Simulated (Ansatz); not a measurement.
**C3H5AlO: basis-set convergence**

How large a basis does C3H5AlO need? Two functionals are run in growing sets.

The runs use Ansatz 0.2.0, Gaussian basis; one geometry, several basis sets.

The runs, in order: PBE0-D4/def2-SVP; ωB97M-V/def2-SVP; PBE0-D4/def2-QZVPP; ωB97M-V/def2-QZVPP; the functionals' def2-TZVPP values are taken from earlier runs.

## Step 1: The relaxed structure

An earlier PBE0-D4 in a triple-zeta def2 set relaxation fixed the geometry.

SMILES `C#C[O][AlH][CH3]`, 10 atoms, charge 0, spin multiplicity 1.

Atoms are counted from 1 here; the program's logs count them from 0.

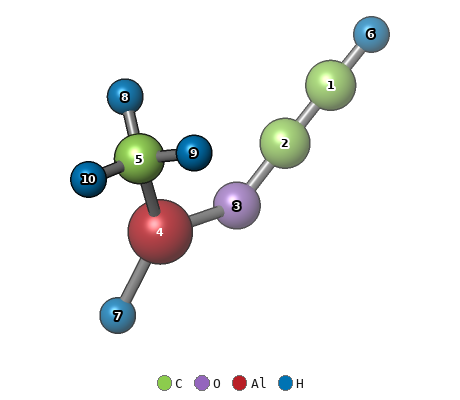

The structure; carbon green, oxygen purple, aluminium red, hydrogen blue; atoms are numbered from 1 in the order of the file.

## Step 2: PBE0-D4 in def2-SVP

in.yaml

```yaml
crystal:
  periodic: [false, false, false]
  atoms:
    - {symbol: C, position_ang: [0.099622, -1.213028, 2.477296]}
    - {symbol: C, position_ang: [-0.585504, -0.924641, 1.533402]}
    - {symbol: O, position_ang: [-1.332953, -0.626431, 0.536379]}
    - {symbol: Al, position_ang: [-0.979761, 0.200626, -0.942664]}
    - {symbol: C, position_ang: [0.827666, 0.823653, -1.231643]}
    - {symbol: H, position_ang: [0.694880, -1.473210, 3.317196]}
    - {symbol: H, position_ang: [-2.249733, 0.322868, -1.864096]}
    - {symbol: H, position_ang: [1.537871, -0.005409, -1.155152]}
    - {symbol: H, position_ang: [1.112636, 1.546712, -0.460888]}
    - {symbol: H, position_ang: [0.958377, 1.297662, -2.206929]}
basis:
  gaussian: {orbitals: def2-SVP}
hamiltonian: {xc: pbe0, dispersion: d4}
output: {orbitals: {seedname: orbitals}}
```

Command:

```bash
> ansatz run in.yaml --threads 2 --pin off --events-out ev --progress --plain --max-ram 4352MiB
```

Further steps of the session: ωB97M-V in def2-SVP; PBE0-D4 in def2-QZVPP; ωB97M-V in def2-QZVPP.

Q: Predict the results of all the runs planned. Wanted: PBE0-D4: double and triple zeta above quadruple; ωB97M-V: double and triple zeta above quadruple.

**Answer**, as computed:

| quantity | value |
| --- | --- |
| PBE0-D4: double and triple zeta above quadruple | 8.86, 0.51 eV |
| ωB97M-V: double and triple zeta above quadruple | 9.05, 0.47 eV |

What this shows: PBE0-D4 gains 8.35 eV from double to triple zeta, then 0.51 eV more. Total energies overstate the basis error of differences, where much of it tends to cancel.
